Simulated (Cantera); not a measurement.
Input: 1 mol SiCl4, 0.22 mol HCl, 960 mol H2, at 55.5 Torr.

These are equilibrium values from Cantera (NASA tables, ideal gas, pure condensed phases), not measurements of a reactor. Candidate condensed phases: Si; 19 gas species. Gases not in the tables: Si2H6 and higher silanes. Kinetics and transport are ignored.

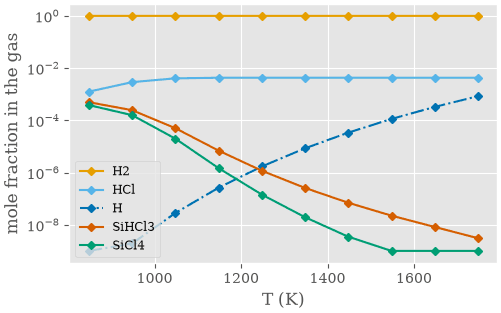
Figure: Equilibrium gas composition (values under 1e-9 drawn at 1e-9)

From 848 K to 1648 K the condensed part is Si(s). At 1748 K the condensed part is Si(l). The main Si-bearing gas is SiHCl3 at 848 K and SiCl2 at 1748 K. The share of Si in condensed phases is highest at 1248 K (95.2 %) and lowest at 848 K (9.8 %).
